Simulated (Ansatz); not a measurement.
System: AsPdF5.

```cif
data_structure
_symmetry_space_group_name_H-M 'P 1'
_symmetry_Int_Tables_number 1
_cell_length_a 3.4315
_cell_length_b 3.4315
_cell_length_c 6.6329
_cell_angle_alpha 90.000
_cell_angle_beta 90.000
_cell_angle_gamma 90.000
_cell_volume 78.11
loop_
_atom_site_label
_atom_site_type_symbol
_atom_site_fract_x
_atom_site_fract_y
_atom_site_fract_z
_atom_site_occupancy
As1 As 0.00000 0.00000 0.50000 1
Pd1 Pd 0.50000 0.50000 0.00000 1
F1 F 0.00000 0.00000 0.00000 1
F2 F 0.50000 0.00000 0.68217 1
F3 F 0.00000 0.50000 0.68217 1
F4 F 0.50000 0.00000 0.31783 1
F5 F 0.00000 0.50000 0.31783 1
```

Space group P4/mmm; a structure from a database of computed crystals, not necessarily the ambient phase; started from the SiSnPd5-123 prototype, which need not be the ambient phase.

Level of theory: DFT, r2SCAN+rVV10, plane waves, PAW (Ansatz).

**What will maps of the valence pseudo-density and electron localisation function show?**

Pd–F (2.43 Å): ρ is about 0.25 e/Å³ halfway; the ELF is about 0.05 at the midpoint: no shared electron pair shows on this line.

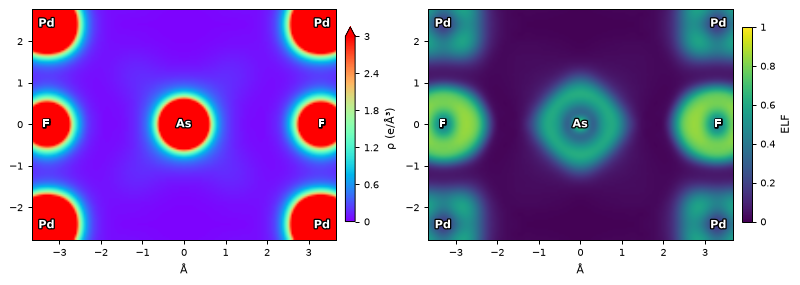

Computed valence pseudo-density and electron localisation function on the (11̄0) plane of the conventional cell, in this order. 

The density is the valence pseudo-density of a PAW calculation; it isn't the true density close to the nuclei.
